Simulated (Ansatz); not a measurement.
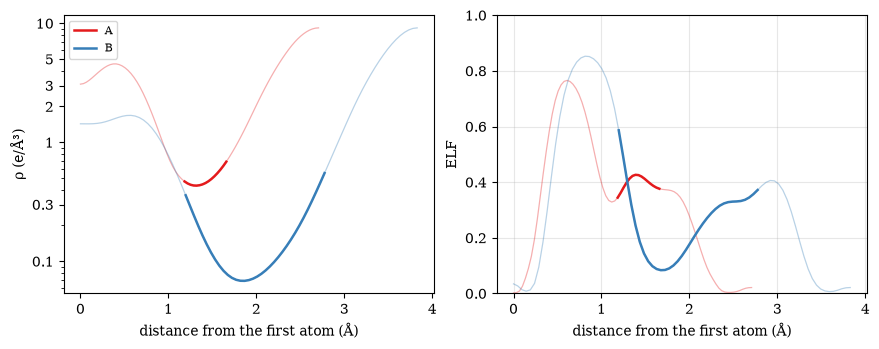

Figure. LaTaTl3. Valence electron density and ELF along straight lines between neighbouring atoms. Thin, pale parts lie inside the atomic spheres.

Space group Pm-3m; a structure generated by program, which may or may not match a known phase; computed without spin polarisation.

Theory: DFT PBE, scalar-relativistic, plane waves, PAW in Ansatz.

The density is the valence pseudo-density of a PAW calculation; it isn't the true density close to the nuclei.

The calculation's input:

```
crystal:
  lattice:
    - [5.43796951, 0.0, 0.0]
    - [0.0, 5.43796951, 0.0]
    - [0.0, 0.0, 5.43796951]
  atoms:
    - { symbol: La, position: [0.5, 0.5, 0.5] }
    - { symbol: Ta, position: [0.0, 0.0, 0.0] }
    - { symbol: Tl, position: [0.5, 0.0, 0.0] }
    - { symbol: Tl, position: [0.0, 0.5, 0.0] }
    - { symbol: Tl, position: [0.0, 0.0, 0.5] }
basis:
  ecutwfc: 420
kpoints:
  mp_grid: { grid: [8, 8, 8] }
hamiltonian:
  xc: pbe
scf:
  occupations: { method: gaussian, width: 0.1 }
output:
  forces: true
  stress: true
  eigenvalues: true
  write_density: true
  write_potential: true
  elf: true
  volumetric_format: npy
relax:
  adjacent_minimum: "off"
  f_tol: 0.01
  max_steps: 80
  cell: { stress_tol: 0.05 }
```

Run with:

```sh
ansatz run input.yaml --threads 1 --pin off --max-ram 2560MiB --backend cpu --events-out ev --progress --plain --runs-dir out
```

Below, planes, directions and counts refer to the conventional cell (a = 5.41 Å, b = 5.41 Å, c = 5.41 Å, α = 90.00°, β = 90.00°, γ = 90.00°).

The fields are those of the run's last geometry, not of the input's.

Q: Which curve belongs to which contact (La–Tl and Ta–Tl)? The first atom named is at distance zero.

A: Curve A: Ta–Tl (2.71 Å): ρ is about 0.44 e/Å³ halfway; the ELF is about 0.40 at the midpoint. Curve B: La–Tl (3.83 Å): ρ at the midpoint is about 0.07 e/Å³; the ELF is about 0.15 at the midpoint (no localised pair shows between them).
